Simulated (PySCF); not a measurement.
## Run report: Gd⁺, atomic calculation

- system: Gd⁺, configuration 1s2 2s2 2p6 3s2 3p6 3d10 4s2 4p6 4d10 4f8 5s2 5p6 5d1, multiplicity 8.
- method: unrestricted M06-2X, ANO-RCC-VTZP, spin-free X2C-1e, Gaussian nucleus (PySCF)

The program's output (extracts):
```
damping factor = 0
level_shift factor = 0
DIIS = <class 'pyscf.scf.diis.CDIIS'>
diis_start_cycle = 1
diis_space = 10
diis_damp = 0
SCF conv_tol = 1e-09
SCF conv_tol_grad = None
number electrons alpha = 35  beta = 28
XC functionals = M062X
    Y. Zhao and D. G. Truhlar.,  Theor. Chem. Acc. 120, 215 (2008)
    Y. Zhao and D. G. Truhlar.,  Theor. Chem. Acc. 120, 215 (2008)
cycle= 1 E= -11271.1572582552  delta_E= -0.0161  |g|= 0.13  |ddm|= 0.128
cycle= 2 E= -11271.1557333715  delta_E= 0.00152  |g|= 0.172  |ddm|= 0.0657
cycle= 3 E= -11271.1593425154  delta_E= -0.00361  |g|= 0.0167  |ddm|= 0.0475
cycle= 4 E= -11271.1597549909  delta_E= -0.000412  |g|= 0.00628  |ddm|= 0.0586
cycle= 5 E= -11271.1600548408  delta_E= -0.0003  |g|= 0.00768  |ddm|= 0.0335
cycle= 6 E= -11271.1591607972  delta_E= 0.000894  |g|= 0.00209  |ddm|= 0.167
cycle= 7 E= -11271.1591540704  delta_E= 6.73e-06  |g|= 0.000905  |ddm|= 0.0116
cycle= 8 E= -11271.1591527635  delta_E= 1.31e-06  |g|= 0.000165  |ddm|= 0.0086
cycle= 9 E= -11271.1591527745  delta_E= -1.1e-08  |g|= 2.85e-05  |ddm|= 0.000598
cycle= 10 E= -11271.1591527731  delta_E= 1.35e-09  |g|= 1.1e-05  |ddm|= 0.000302
cycle= 11 E= -11271.1591527736  delta_E= -4.26e-10  |g|= 9.88e-06  |ddm|= 3.36e-05
converged SCF energy = -11271.1591527736  <S^2> = 15.761455  2S+1 = 8.0028633
```

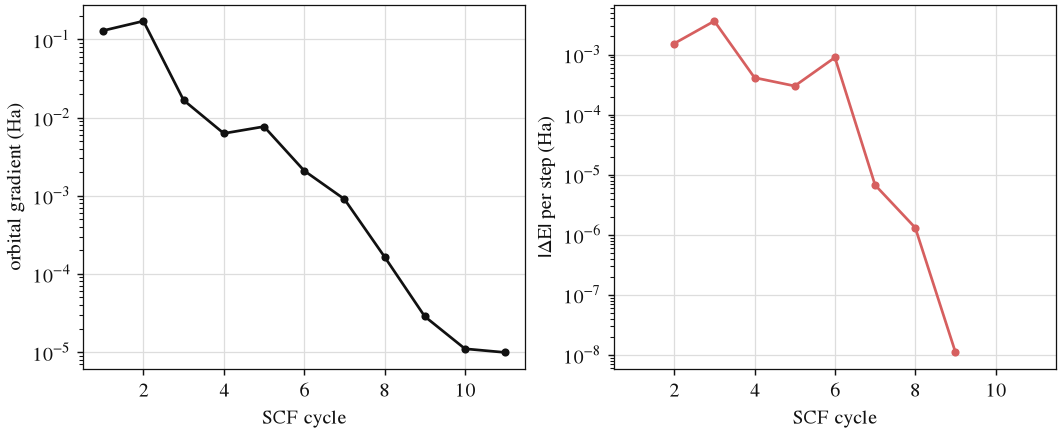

*Convergence: orbital gradient and change of the energy from step to step (the smallest changes aren't drawn) against the SCF cycle.*

The residual falls almost steadily, with no more than small rises or pauses. It goes from 0.13 to 9.9×10⁻⁶ in 11 steps.

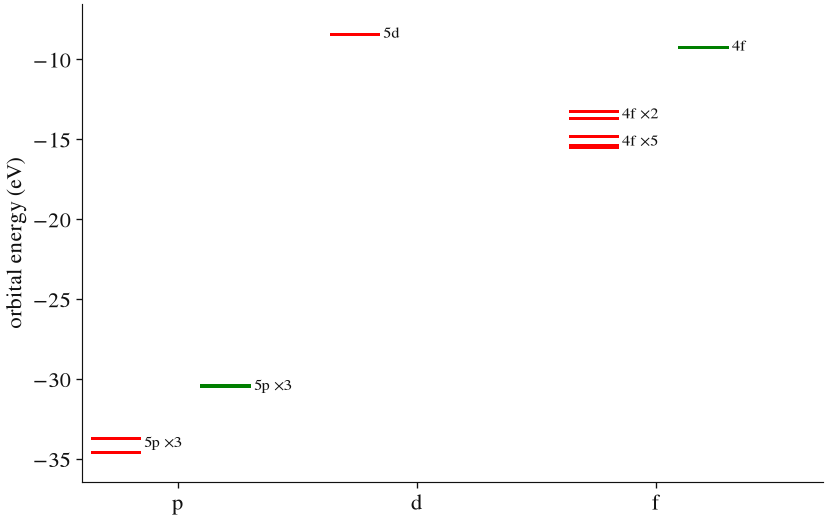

*Orbital energies of the mean field, from the top down to −34.6 eV, by angular momentum, α spin at the left of each column and β at the right; ×n counts the orbitals under one label.*

The highest filled orbital is 5d α at −8.40 eV, the lowest empty one s β at −6.30 eV.

Input:
```python
from pyscf import gto, scf, dft, mp, cc
import basis_set_exchange as bse
mol = gto.M(atom="Gd 0 0 0", charge=1, spin=7, symmetry="D2h",
            basis=gto.basis.parse(bse.get_basis("ANO-RCC-VTZP", elements=["Gd"], fmt="nwchem")),
            nucmod="G")
mf = dft.UKS(mol, xc="M062X").sfx2c1e()
mf.irrep_nelec = {'Ag': (10, 9), 'B1g': (2, 2), 'B2g': (2, 2), 'B3g': (2, 2), 'Au': (1, 0), 'B1u': (6, 4), 'B2u': (6, 5), 'B3u': (6, 4)}
mf.kernel()
```

The script is an equivalent of what the driver set up; the driver started from orbitals of its own, so the log can be shorter than this script's would be, and it computed the properties (radii, ⟨L²⟩, response) afterwards. It held the occupations shell by shell, which the script's counts by irreducible representation don't always enforce.

Summary:

- outcome: converged
- total energy: −11271.1592 hartree
- ⟨S²⟩: 15.761
- ⟨L²⟩: 18.03
- SCF iterations: 11
- hardware: 1 CPU thread, shared host
- CPU time: 11 s (integrals apart)

Remarks:

This is not the ground configuration of the species. ⟨L²⟩ departs from that of the intended term, so the determinant mixes terms.
